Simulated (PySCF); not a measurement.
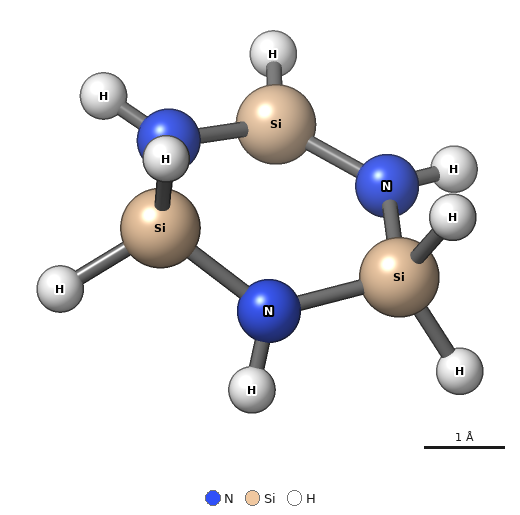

The structure as given in the input (ball-and-stick view, seen at a tilt).

## Si₃N₃H₈ (charge +1): excited-state calculation

Si₃N₃H₈, charge +1, computed with TDDFT CAM-B3LYP/def2-SVPD, vertical, gas phase, core orbitals frozen in the response (PySCF 2.14.0).

The geometry comes from this level: PBE0-D3(BJ)/def2-SVP.

## Input
```
{"job": {"kind": "uv", "xc": "CAM-B3LYP", "basis": "def2-SVPD", "nstates": 6, "ntriplets": 2, "ip": true}, "charge": 1, "multiplicity": 1}
N      0.310801     1.048272     1.259190
Si     0.263637    -0.735482     1.583630
N     -0.534091    -1.373331     0.183578
Si    -0.212469    -1.046537    -1.487489
N     -0.132895     0.764328    -1.550191
Si     0.070039     1.747564    -0.227543
H      0.531344     1.666729     2.041364
H      1.676919    -1.162673     1.727764
H     -0.548924    -0.967096     2.800045
H     -1.381777    -1.905680     0.369410
H     -1.341407    -1.493049    -2.335670
H      1.108529    -1.530397    -1.957983
H     -0.184797     1.210786    -2.467131
H      0.081737     3.211865    -0.376629
```

The first line tells a small driver script what to run in PySCF; the rest is the geometry in Å.

Command:
```bash
OMP_NUM_THREADS=1 python <driver script> task.json out
```

## What the program printed
```
coarse grid: 13024 points
cycle   1  E = -1036.7950131223  dE =  8.228e-01  |g| = 6.076e-01  |ddm| = 4.900e+00
cycle   2  E = -1036.7941514042  dE =  8.617e-04  |g| = 6.471e-01  |ddm| = 1.426e+00
cycle   3  E = -1036.8835960914  dE = -8.944e-02  |g| = 6.978e-02  |ddm| = 6.940e-01
cycle   4  E = -1036.8848408313  dE = -1.245e-03  |g| = 1.570e-02  |ddm| = 1.457e-01
cycle   5  E = -1036.8849076917  dE = -6.686e-05  |g| = 5.229e-03  |ddm| = 4.278e-02
cycle   6  E = -1036.8849133626  dE = -5.671e-06  |g| = 2.361e-03  |ddm| = 9.491e-03
final grid: 111736 points
cycle   7  E = -1037.0105408241  dE = -1.121e-05  |g| = 3.992e-03  |ddm| = 3.467e-02
cycle   8  E = -1037.0105389336  dE =  1.891e-06  |g| = 5.060e-03  |ddm| = 8.597e-03
cycle   9  E = -1037.0105443618  dE = -5.428e-06  |g| = 1.224e-04  |ddm| = 4.735e-03
cycle  10  E = -1037.0105443649  dE = -3.142e-09  |g| = 1.101e-04  |ddm| = 4.370e-04
cycle  11  E = -1037.0105443677  dE = -2.740e-09  |g| = 2.079e-05  |ddm| = 1.376e-04
cycle  12  E = -1037.0105443678  dE = -1.155e-10  |g| = 5.970e-06  |ddm| = 4.051e-05
```

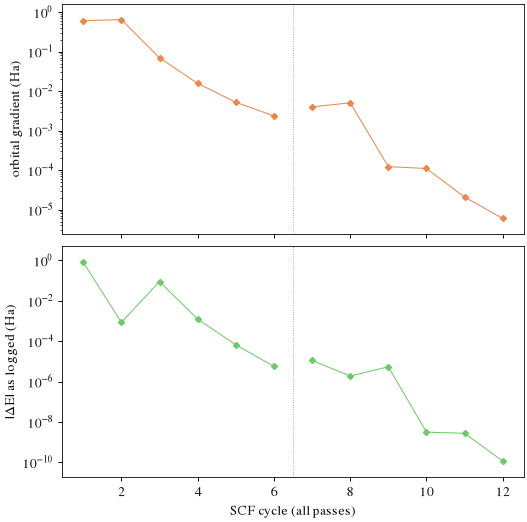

Convergence of the self-consistent field: orbital gradient and size of the energy change against the SCF cycle. The dotted line marks the change from a coarse to the final integration grid. The first 6 cycles use a coarse grid, the final grid takes over at cycle 7, and the field converges after 12 cycles in all.

```
converged SCF energy = -1037.0105443678

Static polarisability (au): isotropic 84.495, principal 68.756 90.022 94.708

Singlet excitations
state   eV       nm        f      main configurations
  1   5.8019    213.7   0.00234   H->L 0.97
  2   6.0260    205.7   0.09684   H-1->L 0.93
  3   6.8825    180.1   0.00183   H-1->L+1 0.89
  4   6.9090    179.5   0.00761   H->L+1 0.49, H->L+3 0.36
  5   7.0995    174.6   0.01060   H->L+3 0.49, H->L+1 0.30, H-2->L 0.09
  6   7.2133    171.9   0.12366   H-2->L 0.79, H->L+1 0.10

Triplet excitations (Tamm-Dancoff, eV): 4.9372 5.7361
Vertical ionisation energy (delta-SCF) = 14.1850 eV
Vertical electron affinity (delta-SCF) = 4.2289 eV
```

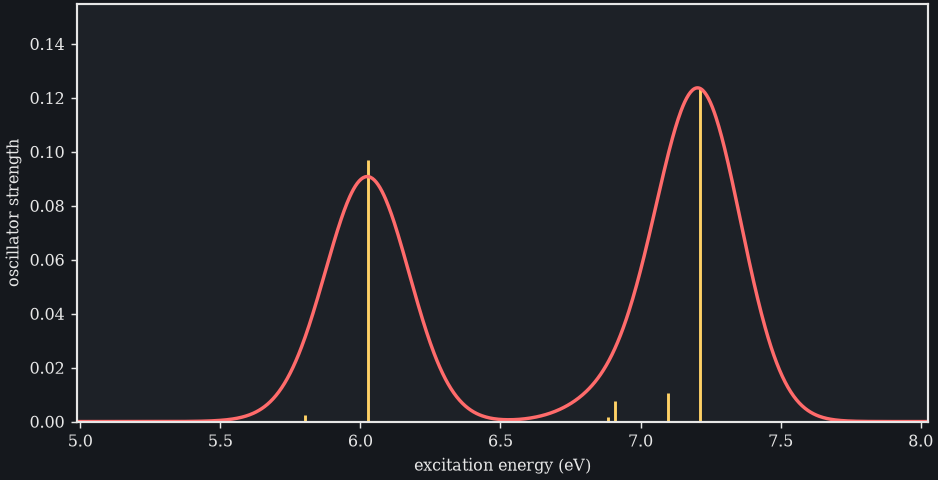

Computed excitations as sticks (degenerate states added up, dark ones marked on the axis), with a Gaussian envelope of 0.35 eV full width at half maximum, scaled to the tallest. Of the 6 states the lowest lies at 5.80 eV (f = 0.002); the strongest line is at 7.21 eV, or 172 nm (f = 0.124).

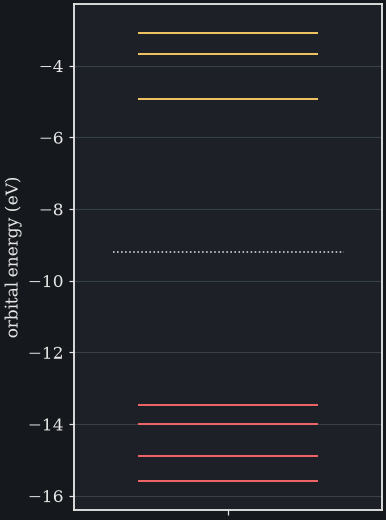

Orbital energies near the frontier; the dotted line parts filled from empty levels, and levels within 0.02 eV of each other stand side by side. Highest filled −13.47 eV, lowest empty −4.93 eV, 8.54 eV apart.

## Results in brief

- outcome: converged
- total energy: −1037.010544 hartree
- HOMO: −13.47 eV
- LUMO: −4.93 eV
- mean polarisability: 84.50 a.u.
- vertical ionisation energy: 14.19 eV
- vertical electron affinity: 4.23 eV
- lowest singlet excitation: 5.80 eV
- hardware: 1 CPU thread, shared host
- wall time: 2.9 min
- peak memory: 1 GiB
